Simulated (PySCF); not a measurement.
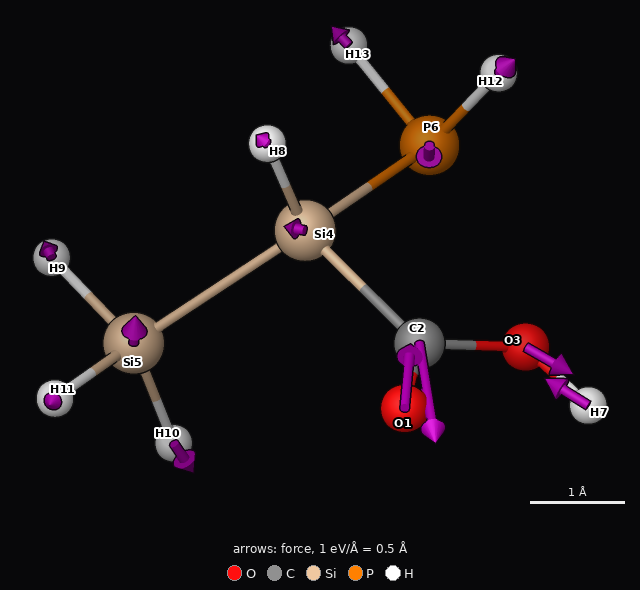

Starting geometry of CH7O2PSi2 with the computed forces as purple arrows. A ball-and-stick model, seen at a tilt.

The start comes from GFN2-xTB. Its atoms were then displaced at random by about 0.01 Å.

These are results of PBE0-D3(BJ)/def2-SVP geometry optimisation, gas phase in PySCF, not measurements. 

What follows when this structure is relaxed?

Answer. It isn't relaxed: the largest force vector, on C2, is 3.09 eV/Å. The final displacements have little in common with the starting forces (cosine between the two patterns 0.16). The atom that moves furthest after the best rigid fit is O1 (0.38 Å). Largest moves by element: O 0.38 Å, H 0.34 Å, P 0.25 Å, C 0.11 Å, Si 0.09 Å. Among the contacts that change: Si5–H10 1.445 → 1.495 Å, C2–Si4 1.890 → 1.933 Å, P6–H12 1.396 → 1.429 Å, O1–C2 1.232 → 1.203 Å. Among the angles between lasting bonds that change: C2–Si4–P6 100.0° → 108.9°, O1–C2–Si4 128.5° → 123.0°, O3–C2–Si4 109.5° → 114.1°. The energy falls by 0.246 eV in 13 geometry steps. Cost: 96 s on 1 thread of Arm Neoverse V1, on a shared host.
